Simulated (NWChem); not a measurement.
**AlCl (aluminium monochloride): r2SCAN/6-311+G(d,p)**

Aim: the electronic atomisation energy of AlCl (aluminium monochloride) at r2SCAN/6-311+G**, from 3 runs. 

Program for the calculation: NWChem 7.3.0.

2 further runs of the same task are left out: 1 that didn't finish, 1 set aside as unsound or not needed.

**1. Starting point**

The species is AlCl (2 atoms), meant as a singlet with charge 0. As SMILES, `[Al][Cl]`. The bond length is the measured one.

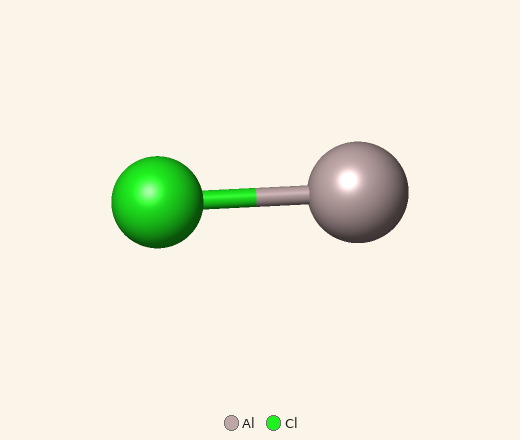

The structure, seen from a chosen angle (aluminium light grey, chlorine green).

**2. The energy at r2SCAN/6-311+G(d,p)**

Contents of geom.nw:

```
start geom
memory total 2200 mb

geometry units angstrom noautosym nocenter noautoz
   Al     0.000000     0.000000     0.000000
   Cl     0.000000     0.000000     2.130113
end

basis spherical bse
   Al library 6-311+G**
   Cl library 6-311+G**
end

dft
   xc r2scan
   grid medium
   convergence energy 1e-08
   maxiter 100
   mulliken
   noprint "final vectors analysis"
end

task dft energy
```

Command:

```bash
nwchem geom.nw > geom.out
```

Standard output:

```text
[...]
          Wavefunction type:  closed shell.
          No. of atoms     :     2
          No. of electrons :    30
[...]
          Charge           :     0
          Spin multiplicity:     1
[...]
          AO basis - number of functions:    60
[...]
              XC Information
              --------------
                      r^2SCAN Method XC Functional
               r^2SCAN metaGGA Exchange Functional  1.000
                     r^2SCAN Correlation Potential  1.000
[...]
 d= 0,ls=0.0,diis     1   -702.5990166400 -7.58D+02  1.69D-02  8.12D-01     0.5
[...]
 d= 0,ls=0.0,diis     8   -702.6318141248 -2.35D-09  4.21D-06  4.78D-08     2.6
         Total DFT energy =     -702.631814124847
      One electron energy =    -1082.097765223537
           Coulomb energy =      371.381921439658
    Exchange-Corr. energy =      -46.818302766024
 Nuclear repulsion energy =       54.902332425056
[...]
      Total Density - Mulliken Population Analysis
     ---------------------------------------------
    Atom       Charge   Shell Charges
 -----------   ------   -------------------------------------------------------
    1 Al  13    12.89   0.79  1.18  0.99  1.00  1.06  1.04  2.12  3.79  0.34  0.37  0.14  0.12 -0.13  0.09
    2 Cl  17    17.11   0.78  1.19  0.90  1.08  1.00  1.05  7.41 -1.51  1.07  3.03  1.46 -0.18 -0.18  0.01
[...]
```

It took 3.6 s on 1 thread of Intel Xeon 6975P-C (Granite Rapids), shared host; peak memory 0.11 GiB.

**3. The Al atom, same level**

Contents of nw.nw:

```
start nw
title "Al"
memory total 2200 mb

geometry noautosym nocenter noautoz
 Al     0.000000     0.000000     0.000000
end

basis "ao basis" spherical bse
 * library 6-311+G**
end

dft
 xc r2scan
 mult 2
 grid medium
 convergence energy 1e-08
 iterations 100
 mulliken
 noprint "final vectors analysis"
end

task dft
```

Run the same way, it converges to -242.32847 Eh (log not shown).

**4. The Cl atom**

Contents of cl.nw:

```
start cl
title "aluminium monochloride"
memory total 2200 mb
charge 0
geometry units angstrom noautosym nocenter noautoz
Cl     0.000000     0.000000     0.000000
end
basis spherical bse
Cl library 6-311+G**
end
dft
xc r2scan
mult 2
grid medium
convergence energy 1e-08
iterations 100
mulliken
noprint "final vectors analysis"
end
task dft energy
```

Run the same way, it converges to -460.11419 Eh (log not shown).

**5. Outcome**

Level: r2SCAN/6-311+G**.

| quantity | value |
| --- | --- |
| molecule: total energy | -702.63181 Eh |
| molecule: dipole moment | 1.59 D |
| Al atom: total energy | -242.32847 Eh |
| Al atom: ⟨S²⟩ | 0.755 |
| Cl atom: total energy | -460.11419 Eh |
| Cl atom: ⟨S²⟩ | 0.753 |
| electronic atomisation energy | 5.147 eV |

Taking the molecule apart into free atoms costs 5.15 eV (119 kcal/mol), before zero-point energy and without spin-orbit coupling.
